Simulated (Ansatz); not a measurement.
# AlH2OF (SMILES [OH][AlH][F]): B2PLYP/STO-3G

What is the energy change on altering one bond length of AlH2OF at B2PLYP/STO-3G? 

The calculation is run with Ansatz 0.2.0.

69 further runs of the same task are left out: 5 that didn't finish, 64 set aside as unsound or not needed.

### Step 1. The structure to begin with

AlH2OF has 5 atoms, charge 0, and is taken as a singlet. SMILES: `[OH][AlH][F]`. Geometry: a GFN2-xTB relaxation, a rough one for these elements and not checked as a minimum. This is one conformer, not always the lowest.

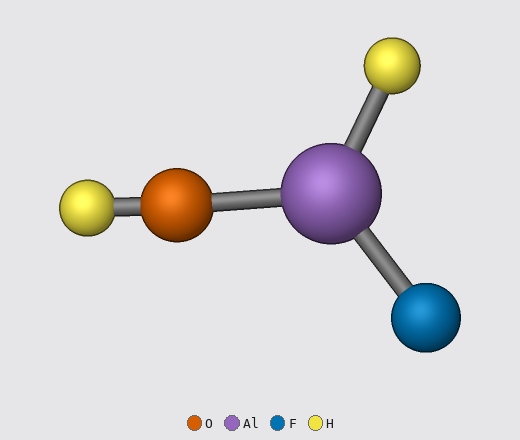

Viewed from a chosen angle; oxygen orange, aluminium purple, fluorine blue, hydrogen yellow.

### Step 2. The energy at B2PLYP/STO-3G

in.yaml

```yaml
crystal:
  periodic: [false, false, false]
  atoms:
    - symbol: O
      position_ang: [-1.021720, 0.325810, -0.327270]
    - symbol: Al
      position_ang: [0.472970, -0.139110, 0.144100]
    - symbol: F
      position_ang: [0.778780, -1.566900, 0.912060]
    - symbol: H
      position_ang: [-1.871140, 0.628670, -0.614330]
    - symbol: H
      position_ang: [1.641100, 0.751530, -0.114560]
basis:
  gaussian: {orbitals: STO-3G}
total_charge: 0
hamiltonian: {xc: {name: B2PLYP}}
correlation: {frozen_orbitals: {Al: 5, F: 1, H: 0, O: 1}}
accuracy: high
```

The run is started by

```
$ ansatz run in.yaml --threads 1 --pin off --max-ram 2610MiB --events-out events.jsonl --progress --plain --runs-dir runs
```

The log of the run:

```text
Warning: RAYON_NUM_THREADS=1 ignored (pool sized by the plan → 1); use --threads N
Functional definition: B2PLYP
  name "B2PLYP"
  parameter a = 0.53
  parameter c = 0.27
  exchange = (1 - a)*b88_x + a*exact_x
  correlation = (1 - c)*lyp_c + c*(mp2_os + mp2_ss)
377 factors; integrals over basis functions are off by at most 3.2e-8 eV
mean field evaluation 1: about -11233.2768 eV, gradient 2.8e1 eV
mean field evaluation 2: about -11233.2785 eV, gradient 2.8e1 eV
mean field evaluation 4: about -11236.1781 eV, gradient 7.0e-1 eV
mean field evaluation 8: about -11236.1786 eV, gradient 1.0e-2 eV
mean field evaluation 16: about -11236.1786 eV, gradient 5.7e-8 eV
mean field -11236.17855572 eV, -412.9219457672 hartree, gradient 5.2e-8 eV, S^2 0.000000; 0 other end points of the search recorded, 0 dependent functions left out
7 core orbitals not correlated: weight in the atoms' cores, before any rotation towards them, 1.000 or more for the frozen orbitals, at most 0.000 for the correlated occupied ones
reference -11236.17857220 eV, -412.9219463730 hartree; 9, 9 occupied and 5, 5 virtual orbitals, 377 factors
second order -2.90922293 eV of doubles, -0.00000000 eV of singles
Total energy: -11236.96406239 eV, -412.9508126051 hartree
```

It took 1.4 s on 1 thread of Arm Neoverse V2, shared host; peak memory 0.1 GiB.

### Step 3. The distorted shape

input.yaml

```yaml
crystal:
  periodic: [false, false, false]
  atoms:
    - {symbol: O, position_ang: [-1.395347, 0.442026, -0.445098]}
    - {symbol: Al, position_ang: [0.472970, -0.139110, 0.144100]}
    - {symbol: F, position_ang: [0.778780, -1.566900, 0.912060]}
    - {symbol: H, position_ang: [-2.244767, 0.744886, -0.732158]}
    - {symbol: H, position_ang: [1.641100, 0.751530, -0.114560]}
basis:
  gaussian:
    orbitals: STO-3G
accuracy: high
correlation:
  frozen_orbitals: {Al: 5, F: 1, H: 0, O: 1}
hamiltonian:
  xc: {name: B2PLYP}
```

The run is started by

```
$ ansatz run input.yaml --threads 1 --pin off --max-ram 2610MiB --events-out events.jsonl --progress --plain --runs-dir runs
```

The log of the run, cut to the lines that bear on the results:

```text
Warning: RAYON_NUM_THREADS=1 ignored (pool sized by the plan → 1); use --threads N
Functional definition: B2PLYP
  name "B2PLYP"
[...]
369 factors; integrals over basis functions are off by at most 3.2e-8 eV
[...]
mean field -11233.44885408 eV, -412.8216310823 hartree, gradient 6.2e-8 eV, S^2 0.000000; 0 other end points of the search recorded, 0 dependent functions left out
7 core orbitals not correlated: weight in the atoms' cores, before any rotation towards them, 1.000 or more for the frozen orbitals, at most 0.000 for the correlated occupied ones
reference -11233.44887151 eV, -412.8216317229 hartree; 9, 9 occupied and 5, 5 virtual orbitals, 369 factors
second order -3.13009043 eV of doubles, -0.00000000 eV of singles
Total energy: -11234.29399593 eV, -412.8526894723 hartree
```

Wall time 1.4 s (1 thread of Arm Neoverse V2, shared host); peak memory 0.1 GiB.

### Step 4. Outcome

Level: B2PLYP/STO-3G, 7 core orbitals frozen.

| quantity | value |
| --- | --- |
| first shape: total energy | -412.95081 Eh |
| distorted shape: total energy | -412.85269 Eh |
| energy change with the O1–Al2 bond stretched from 1.635 to 2.043 Å | 2.670 eV |

With the O1–Al2 bond stretched from 1.635 to 2.043 Å the energy rises by 2.67 eV (258 kJ/mol). The first shape isn't relaxed at this level, so the change isn't measured from a minimum. The minimal basis adds a large error of its own.
